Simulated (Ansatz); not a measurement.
**Hypothetical P6_422 BP, pressure series**

Base system: BP (space group P6_422, No. 181; a hypothetical phase, not in the database extracts checked).

```
BP
1.0
    3.25969     0.00000     0.00000
   -1.62984     2.82297     0.00000
    0.00000     0.00000     6.94033
B P
3 3
Direct
  0.00000   0.50000   0.33333
  0.50000   0.50000   0.66667
  0.50000   0.00000   0.00000
  0.00000   0.50000   0.83333
  0.50000   0.50000   0.16667
  0.50000   0.00000   0.50000
```

Cell and atoms are relaxed at each pressure.

All numbers come from PBEsol (Ansatz, an electronic-structure program, PAW, no spin-orbit coupling).

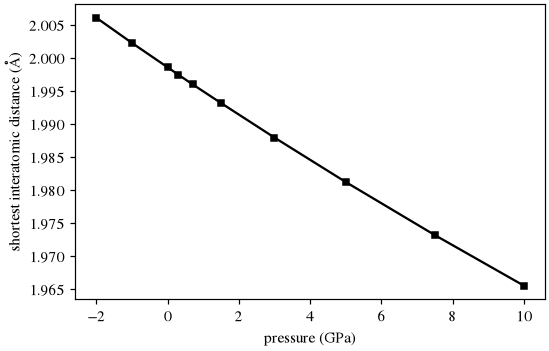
Figure: Shortest interatomic distance against pressure

Q: From the plot, what is the shortest interatomic distance for pressure −1 GPa?

A: About 2.002 Å.

Q: Is the trend monotonic over the range shown?

A: Yes, it falls throughout, spanning 1.966 Å to 2.006 Å.

A case with no gap was solved on a k-mesh chosen for an insulator, which is coarse for it. Load acts through the strain it causes; cell and atoms are relaxed under it. Whether these cells are dynamically stable was not tested. No other phases were tried under pressure. The base started in P3_121 and relaxed to P6_422 at this level. The final runs are not spin-polarised.
